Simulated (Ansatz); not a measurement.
Base system: WSe₂ in the 2H-MoS2 type structure (space group P6_3/mmc, No. 194; a = 3.2791 Å, c = 12.7861 Å; layered, stacked along the Cartesian z axis).

The change: an isotropic linear strain of −3.33 %, atoms relaxed at fixed cell.

Calculations: PBE-D3(BJ) in Ansatz (plane waves to 420 eV, PAW, scalar-relativistic without spin-orbit coupling).

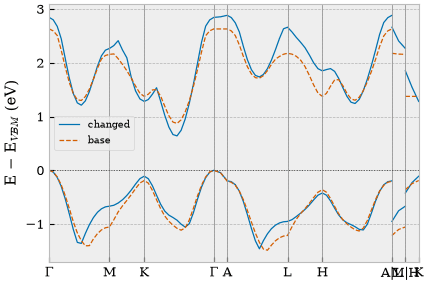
Fig. 1. Highest valence and lowest conduction band along the path, each from its own valence-band maximum

Problem. From the figure, how large is the changed gap, and is it direct?

Solution. About 0.6 eV, indirect, Γ → K–Γ (47 % along).

Spin-orbit coupling, missing from the scalar runs, can matter with W. Stability against distortions was not tested.

Ansatz is a first-principles code.
